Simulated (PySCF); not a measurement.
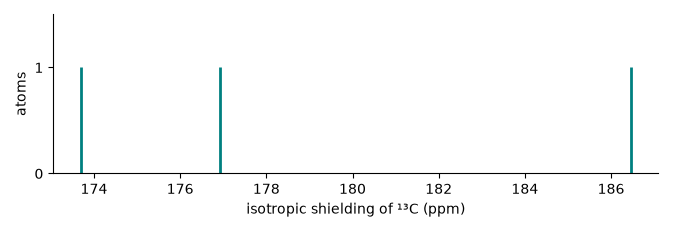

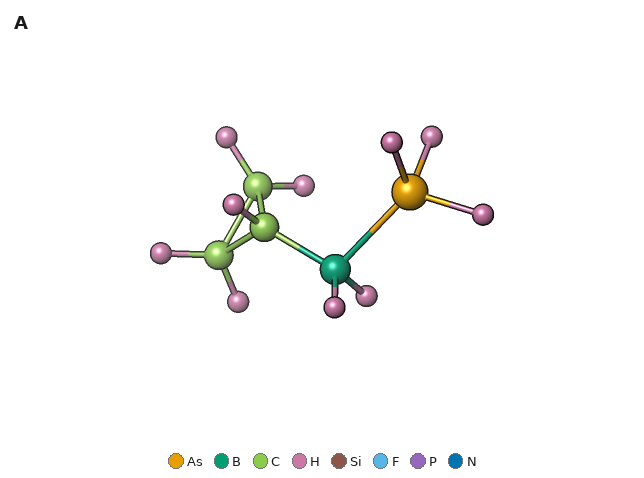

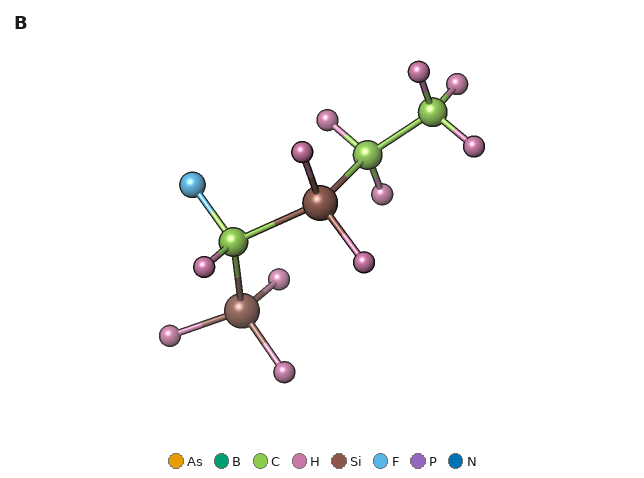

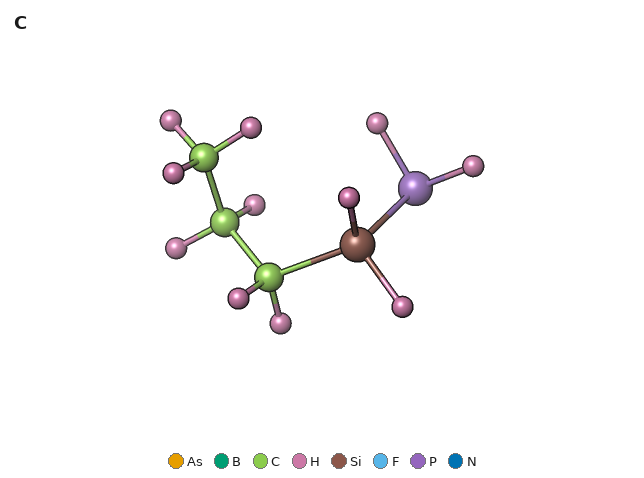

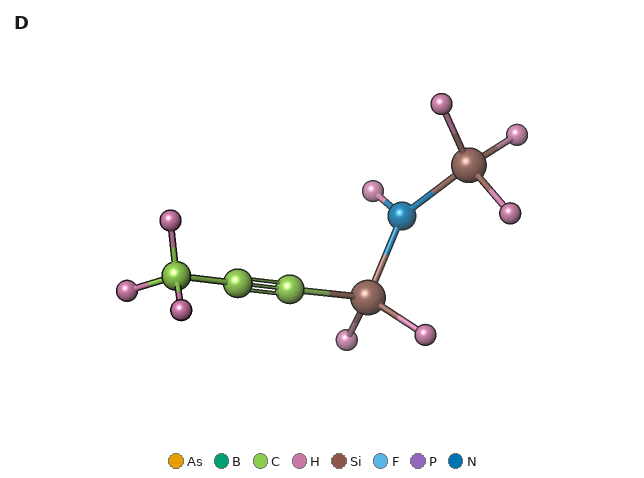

The sticks are computed shieldings of one of the molecules, for one fixed geometry (PBE0-D3(BJ)/def2-SVP) without averaging over rotations. Low shielding means a high chemical shift. Method: GIAO mPW1PW91/pcSseg-1 NMR shielding, non-relativistic, gas phase (PySCF 2.14.0).

Which molecule gives this pattern?

A, `[AsH3+][BH2-]C1CC1`. Its 3 C atoms give lines at 173.7, 176.9, 186.5 ppm.
